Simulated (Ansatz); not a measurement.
## Electronic structure of BCl$_{2}$ (SMILES Cl[B]Cl) (doublet) in real space

Input file:

```
crystal:
  periodic: [false, false, false]
  atoms:
    - { symbol: Cl, position_ang: [0.4289, -1.6289, 0.0495] }
    - { symbol: B, position_ang: [-0.549, -0.0294, -0.3007] }
    - { symbol: Cl, position_ang: [0.1092, 1.5935, 0.238] }
magnetization:
  spin_polarized: true
  initial_magnetization: 1
basis:
  gaussian: { orbitals: def2-SVP }
hamiltonian:
  xc: pbe
  dispersion: d4
relax:
  f_tol: 0.02
  max_steps: 40
output:
  orbitals: {}
```

Run with:

```sh
ansatz run input.yaml --threads 1 --pin off --max-ram 2048MiB --backend cpu --events-out ev --progress --plain --runs-dir out
```

The fields are those of the relaxed geometry.

The calculation used Ansatz 0.2.0, UKS PBE-D4/def2-SVP.

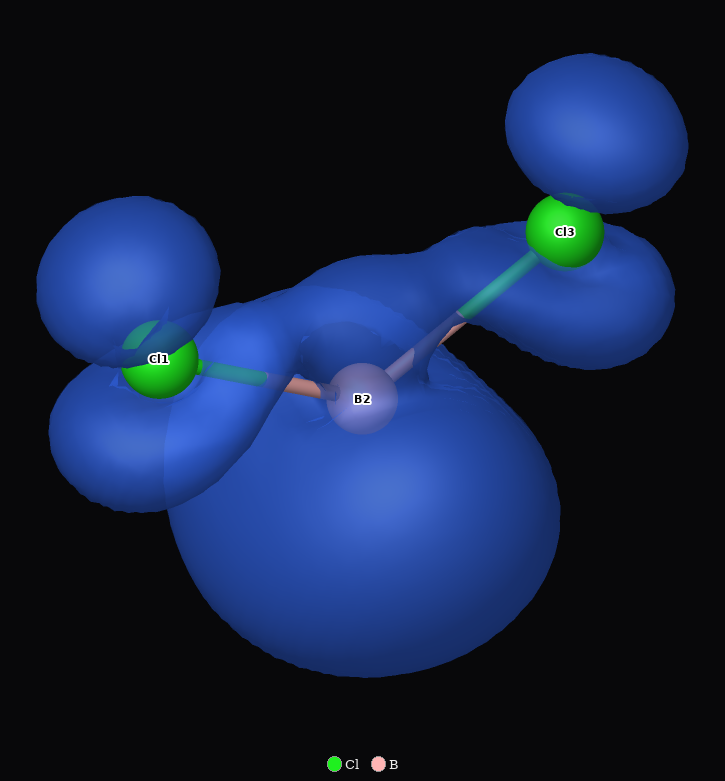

Figure 1. Isosurface of the spin density (α minus β) at +0.015 e/Å³ (blue), seen at a tilt.

> Where is the unpaired spin?

The unpaired spin (1 electron) lies mostly on B2 (about 0.8), Cl1 (about 0.1) and Cl3 (about 0.1), in electrons by Hirshfeld's partition.

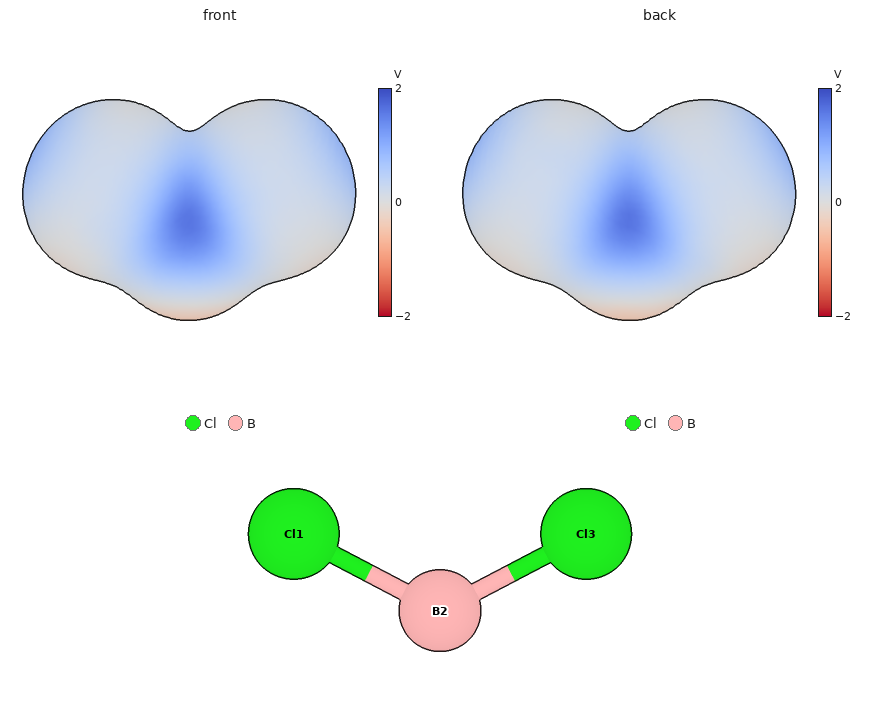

Figure 2. The molecular electrostatic potential painted on the density surface at 0.004 e/bohr³, seen from the front and from behind; the colour scale runs from red (negative) to blue (positive). The bare structure is drawn below in the same view.

> Which sites attract a positive test charge, and which a negative one?

A positive charge is drawn to the negative regions and a negative charge to the positive ones. The most negative region (about −0.4 V) lies over Cl1, the most positive (about +1.6 V) over B2. Cl1 shows a σ-hole: about +0.8 V at the tip opposite its bond, against about +0.1 V on its flanks. Cl3 shows a σ-hole: about +0.8 V at the tip opposite its bond, against about +0.1 V on its flanks.

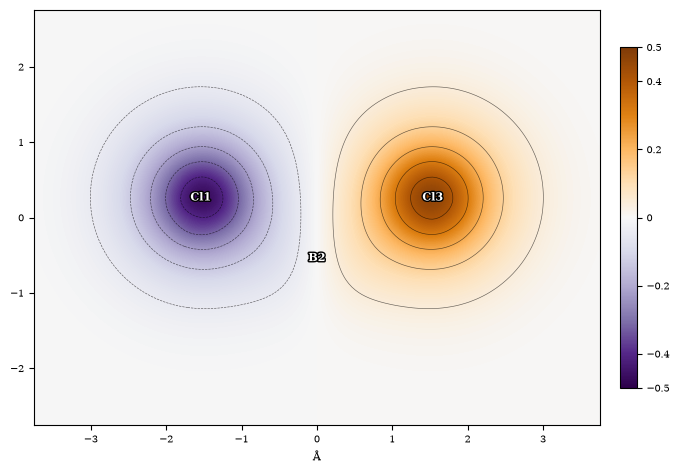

Figure 3. The HOMO−1 (β) on a plane 0.8 Å above the molecular plane (values in Å⁻³ᐟ²; the overall sign is arbitrary).

> Describe this orbital and give its energy.

It lies mainly on Cl1 (about 45 %) and Cl3 (about 45 %); it changes sign across the molecular plane (π type). Its energy is −8.39 eV.
